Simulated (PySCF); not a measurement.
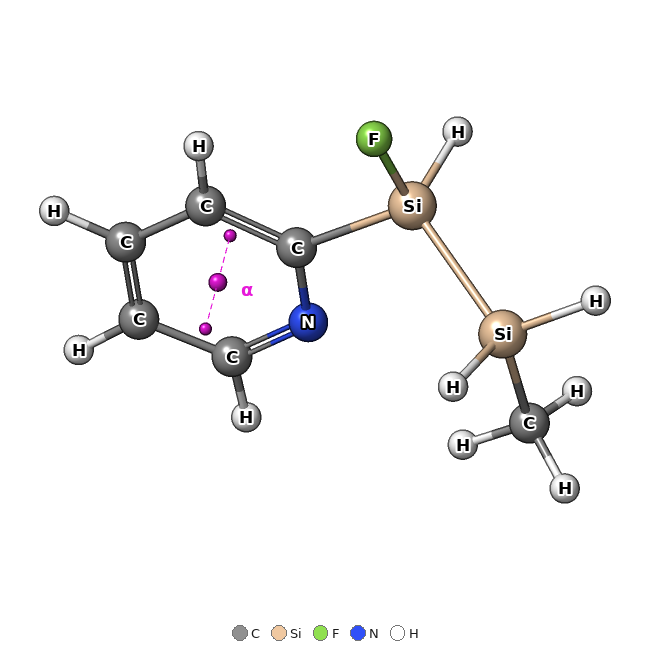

The small points mark where nucleus-independent chemical shifts (NICS) were computed: at the centre of each lettered ring and 1 Å above and below it. The computed structure is the end point of a GFN2-xTB optimisation. No frequency run is at hand to confirm it as a minimum. Level of theory: GIAO PBE0/pcSseg-1 NMR shielding, non-relativistic, gas phase (PySCF 2.14.0).

Give NICS(0), NICS(1) and the out-of-plane component NICS(1)zz for each ring (means of the two sides).

| ring | members | NICS(0) | NICS(1) | NICS(1)zz |
| --- | --- | --- | --- | --- |
| α | C5N | −6.6 | −11.1 | −28.1 |

Values in ppm.

Question: What do the values say about the ring currents?

Answer: Ring α: diatropic, as in an aromatic ring. NICS is one index among several.

The geometry is semi-empirical. Around Si such bond lengths and angles can be off by a tenth of an ångström or more and by several degrees, and values that hang on the shape move with them.
